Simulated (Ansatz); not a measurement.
# H2S (hydrogen sulfide): levels of theory compared

Aim: a comparison of 6 runs (revPBE/3-21G, SVWN5/6-31G*, UB3LYP/6-31G*, RPA@PBE/6-31G*, UMP2/3-21G, FCI/6-31G*) of H2S (hydrogen sulfide). 

Program for the calculation: Ansatz 0.2.0.

56 further runs of the same task are left out: 2 that didn't finish, 54 set aside as unsound or not needed.

## (1) The molecule

H2S has 3 atoms, charge 0, and is taken as a singlet. SMILES: `S`. The H3–S1 distance was set to 1.677 Å, away from the relaxed value.

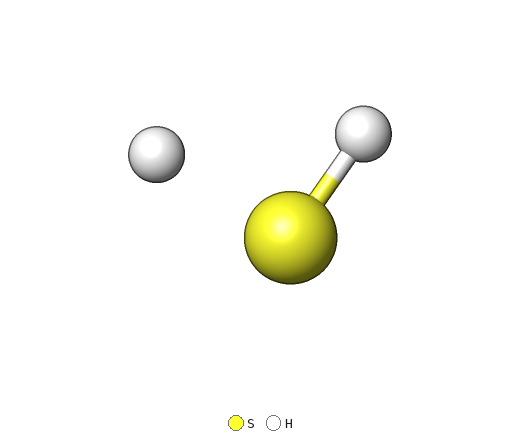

The structure, seen from a chosen angle (sulfur yellow, hydrogen white).

## (2) The energy at revPBE/3-21G (run 1)

input.yaml reads:

```yaml
crystal:
  periodic: [false, false, false]
  atoms:
    - symbol: S
      position_ang: [0.767739, -0.171469, 0.406458]
    - symbol: H
      position_ang: [0.370139, 1.106831, 0.324958]
    - symbol: H
      position_ang: [-0.593400, -0.717100, -0.406300]
basis:
  gaussian: {orbitals: 3-21G.json}
hamiltonian: {xc: {name: revPBE}}
accuracy: high
```

The basis set 3-21G is read from a file made from the Basis Set Exchange's data (not shown).

Command:

```bash
$ ansatz run input.yaml --threads 1 --pin off --max-ram 2610MiB --events-out events.jsonl --progress --plain --runs-dir runs
```

Standard output:

```text
Warning: RAYON_NUM_THREADS=1 ignored (pool sized by the plan → 1); use --threads N
Functional definition: revPBE
  name "revPBE"
  parameter kappa = 1.245
  parameter beta = 0.06672455060314922
  exchange = pbe_x(kappa = kappa, mu = beta*pi^2/3)
  correlation = pbe_c(beta = beta)
314 factors; integrals over basis functions are off by at most 3.6e-9 eV
mean field evaluation 1: about -10810.4556 eV, gradient 1.3e1 eV
mean field evaluation 2: about -10809.3680 eV, gradient 2.1e1 eV
mean field evaluation 4: about -10811.0280 eV, gradient 4.0e-1 eV
mean field evaluation 8: about -10811.0164 eV, gradient 8.2e-4 eV
mean field evaluation 16: about -10811.0164 eV, gradient 6.4e-8 eV
mean field -10811.01637666 eV, -397.2975238720 hartree, gradient 6.4e-8 eV, S^2 0.000000; 0 other end points of the search recorded, 0 dependent functions left out
reference -10811.01637870 eV, -397.2975239470 hartree; 9, 9 occupied and 8, 8 virtual orbitals, 314 factors
Total energy: -10811.01637870 eV, -397.2975239470 hartree
```

Run time: 0.55 s. Hardware: 1 thread of Arm Neoverse V1, shared host.

## (3) A single-point energy at SVWN5/6-31G(d) (spherical functions) (run 2)

in.yaml reads:

```yaml
crystal:
  periodic: [false, false, false]
  atoms:
    - {symbol: S, position_ang: [0.767739, -0.171469, 0.406458]}
    - {symbol: H, position_ang: [0.370139, 1.106831, 0.324958]}
    - {symbol: H, position_ang: [-0.593400, -0.717100, -0.406300]}
basis:
  gaussian:
    orbitals: 6-31G_st_-spherical.json
hamiltonian:
  xc: {name: SVWN5}
accuracy: high
```

The basis set 6-31G* is read from a file made from the Basis Set Exchange's data (not shown).

Command:

```bash
$ ansatz run in.yaml --threads 1 --pin off --max-ram 2610MiB --events-out events.jsonl --progress --plain --runs-dir runs
```

Standard output:

```text
Warning: RAYON_NUM_THREADS=1 ignored (pool sized by the plan → 1); use --threads N
Functional definition: SVWN5
  name "SVWN5"
  exchange = slater_x
  correlation = vwn5_c
382 factors; integrals over basis functions are off by at most 2.9e-9 eV
mean field evaluation 1: about -10827.6426 eV, gradient 1.4e1 eV
mean field evaluation 2: about -10826.3102 eV, gradient 2.4e1 eV
mean field evaluation 4: about -10828.3971 eV, gradient 5.6e-1 eV
mean field evaluation 8: about -10828.3891 eV, gradient 6.3e-3 eV
mean field evaluation 16: about -10828.3891 eV, gradient 4.0e-8 eV
mean field -10828.38907017 eV, -397.9359585831 hartree, gradient 3.3e-8 eV, S^2 0.000000; 0 other end points of the search recorded, 0 dependent functions left out
reference -10828.38907203 eV, -397.9359586515 hartree; 9, 9 occupied and 13, 13 virtual orbitals, 382 factors
Total energy: -10828.38907203 eV, -397.9359586515 hartree
```

Wall time 0.57 s (1 thread of Arm Neoverse V1, shared host).

Runs 3 to 5 aren't shown in full; the table further down has their settings and results.

## (4) The energy at FCI/6-31G(d) (spherical functions) (run 6)

job.yaml reads:

```yaml
crystal:
  periodic: [false, false, false]
  atoms:
    - {symbol: S, position_ang: [0.767739, -0.171469, 0.406458]}
    - {symbol: H, position_ang: [0.370139, 1.106831, 0.324958]}
    - {symbol: H, position_ang: [-0.593400, -0.717100, -0.406300]}
basis:
  gaussian:
    orbitals: 6-31G_st_-spherical.json
correlation:
  method: fci
  frozen_orbitals: {H: 0, S: 5}
accuracy: high
```

The basis set 6-31G* is read from a file made from the Basis Set Exchange's data (not shown).

Command:

```bash
$ ansatz run job.yaml --threads 1 --pin off --max-ram 2610MiB --events-out events.jsonl --progress --plain --runs-dir runs
```

Standard output:

```text
Warning: RAYON_NUM_THREADS=1 ignored (pool sized by the plan → 1); use --threads N
Functional definition: HF
  name "HF"
  exchange = exact_x
  correlation = 0
382 factors; integrals over basis functions are off by at most 2.9e-9 eV
mean field evaluation 1: about -10846.4960 eV, gradient 1.2e1 eV
mean field evaluation 2: about -10846.4964 eV, gradient 1.2e1 eV
mean field evaluation 4: about -10847.1738 eV, gradient 1.0e0 eV
mean field evaluation 8: about -10847.1802 eV, gradient 3.8e-4 eV
mean field -10847.18023069 eV, -398.6265209952 hartree, gradient 1.7e-8 eV, S^2 0.000000; 0 other end points of the search recorded, 0 dependent functions left out
5 core orbitals not correlated: weight in the atoms' cores, before any rotation towards them, 1.000 or more for the frozen orbitals, at most 0.000 for the correlated occupied ones
reference -10847.18023069 eV, -398.6265209952 hartree; 4, 4 occupied and 13, 13 virtual orbitals, 382 factors
state -10851.41483876 eV, -398.7821399714 hartree
Total energy: -10851.41483876 eV, -398.7821399714 hartree
```

Run time: 9.9 s. Hardware: 1 thread of Arm Neoverse V1, shared host; peak memory 0.31 GiB.

## (5) The series

| run | level | frozen core orbitals | energy (Eh) | wall time |
| --- | --- | --- | --- | --- |
| 1 | revPBE/3-21G | – | -397.297524 | 0.55 s |
| 2 | SVWN5/6-31G* (spherical functions) | – | -397.935959 | 0.57 s |
| 3 | UB3LYP/6-31G* (spherical functions) | – | -399.352392 | 1.4 s |
| 4 | RPA@PBE/6-31G* (spherical functions) | 5 | -398.850071 | 1 s |
| 5 | UMP2/3-21G | 5 | -396.742894 | 0.14 s |
| 6 | FCI/6-31G* (spherical functions) | 5 | -398.782140 | 9.9 s |

## (6) Summary of results

| quantity | value |
| --- | --- |
| run 6: total energy | -398.78214 Eh |
| run 6: correlation energy (5 core orbitals frozen) | -155.6 mEh |

Totals of different functionals can't be ranked against each other. All runs together took 14 s, the longest 9.9 s.
